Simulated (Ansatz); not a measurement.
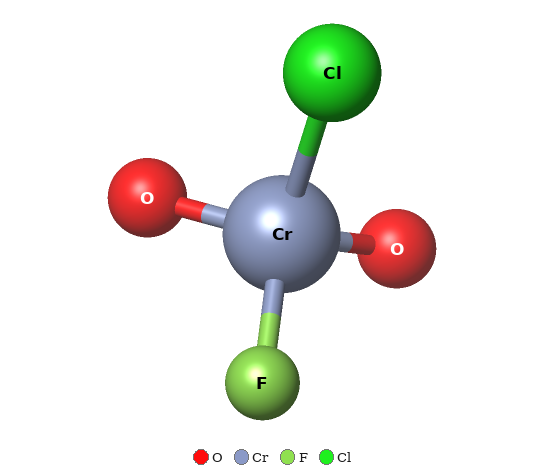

Charge 0, singlet. The geometry was computed by an optimisation with PBE-D4/def2-SVP. No frequency run is at hand to confirm it as a minimum.

Question: Describe the coordination sphere.

Answer: Cr binds 4 atoms: 2 O at 1.56 Å, 1 F at 1.70 Å, 1 Cl at 2.13 Å. The arrangement is tetrahedral.

Question: Give the formal oxidation state and the d-electron count.

Answer: Cr(VI), d⁰, counting the ligands as closed-shell ions or neutral donors.
